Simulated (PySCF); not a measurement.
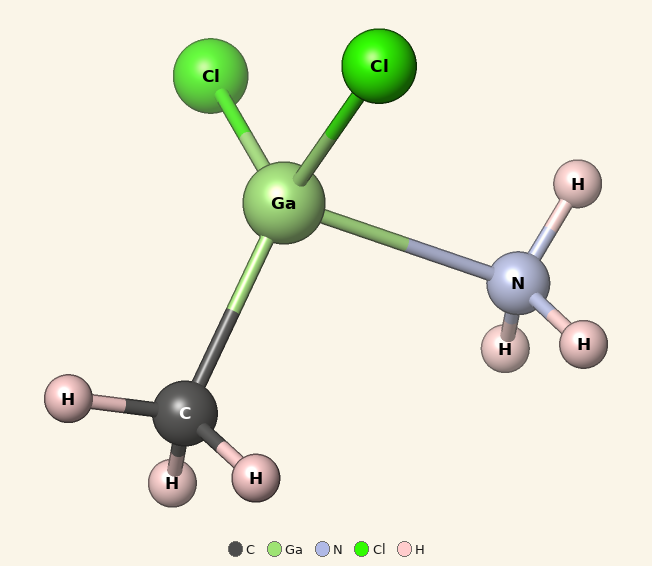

Distant atoms are faded towards the background colour. The geometry was computed by an optimisation with GFN2-xTB. No frequency run is at hand to confirm it as a minimum.

**List the symmetry elements and name the point group.**

It has 1 mirror plane, so the point group is Cs. The group has 2 operations. The geometry is achiral, and symmetry allows a dipole moment.
